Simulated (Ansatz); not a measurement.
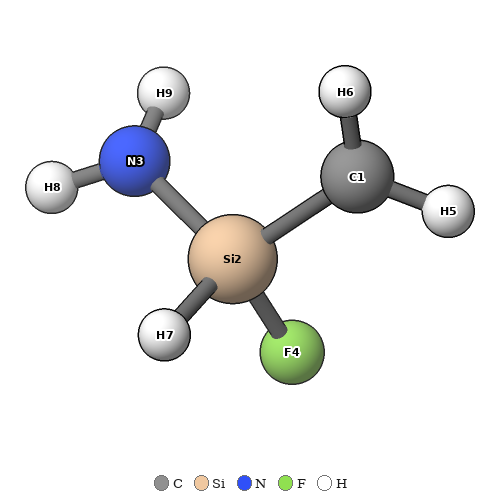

The system is CH₅FNSi, SMILES [CH2][SiH](N)F, spin multiplicity 2; the picture shows the reference structure. The first coordinate is: bond length Si2–N3; the second: dihedral C1–Si2–N3–H8. Nothing is relaxed (all other coordinates rigid). Grid: 11 × 10 points. All energies are given in eV relative to the lowest grid point. Theory: UKS PBE0-D4/def2-SVP in Ansatz 0.2.0.

Its coordinates:

```yaml
atoms:
  - { symbol: C, position_ang: [-0.6407, 1.2823, -0.5467] }
  - { symbol: Si, position_ang: [0.4513, -0.1872, -0.3535] }
  - { symbol: N, position_ang: [0.1489, -0.9281, 1.1583] }
  - { symbol: F, position_ang: [0.1508, -1.1481, -1.6423] }
  - { symbol: H, position_ang: [-1.0468, 1.5864, -1.5177] }
  - { symbol: H, position_ang: [-0.8801, 1.9508, 0.2875] }
  - { symbol: H, position_ang: [1.9111, 0.1020, -0.4207] }
  - { symbol: H, position_ang: [0.7929, -1.6108, 1.5407] }
  - { symbol: H, position_ang: [-0.7989, -1.0935, 1.4771] }
```

Range: bond length Si2–N3 from 1.471 to 2.395 Å; dihedral C1–Si2–N3–H8 from −180 to 144°.

What will the energy surface look like?

Answer. The lowest grid point is at bond length Si2–N3 = 1.748 Å, dihedral C1–Si2–N3–H8 = −180°. A higher local minimum lies near bond length Si2–N3 = 1.748 Å, dihedral C1–Si2–N3–H8 = 0° (0.06 eV above the lowest at that grid point). The highest grid point, bond length Si2–N3 = 2.395 Å, dihedral C1–Si2–N3–H8 = −72°, lies 2.84 eV above the lowest. On the interpolated surface the easiest way out of the lowest well to the well at about bond length Si2–N3 = 1.71 Å, dihedral C1–Si2–N3–H8 = 15° passes a barrier of about 0.28 eV, counted from the interpolated bottom of the well. Round the minimum the two coordinates are nearly uncoupled.

```tsv
dihedral C1–Si2–N3–H8 ↓, bond length Si2–N3 →	1.471	1.563	1.656	1.748	1.841	1.933	2.025	2.118	2.210	2.302	2.395
144	1.53	0.60	0.20	0.14	0.31	0.62	1.00	1.43	1.88	2.32	2.75
108	1.68	0.74	0.32	0.25	0.41	0.70	1.08	1.50	1.94	2.37	2.80
72	1.57	0.65	0.24	0.19	0.36	0.66	1.05	1.48	1.92	2.37	2.80
36	1.41	0.49	0.11	0.07	0.26	0.58	0.98	1.42	1.88	2.34	2.79
0	1.40	0.48	0.10	0.06	0.25	0.57	0.98	1.43	1.88	2.34	2.80
−36	1.55	0.62	0.23	0.18	0.35	0.66	1.05	1.49	1.94	2.39	2.83
−72	1.68	0.74	0.32	0.26	0.42	0.72	1.09	1.52	1.96	2.40	2.84
−108	1.58	0.64	0.23	0.17	0.34	0.64	1.03	1.46	1.90	2.35	2.79
−144	1.35	0.44	0.05	0.02	0.20	0.52	0.92	1.37	1.82	2.28	2.73
−180	1.32	0.41	0.03	0.00	0.19	0.51	0.91	1.36	1.81	2.27	2.71
```

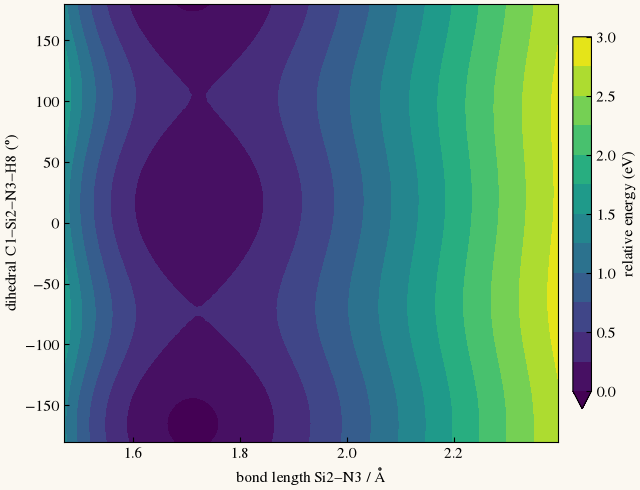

The picture shows filled contours. Between grid points the surface is interpolated.

Time for the 110 points that were run: 9.6 min on 1 thread of Arm Neoverse V2, on a shared host.
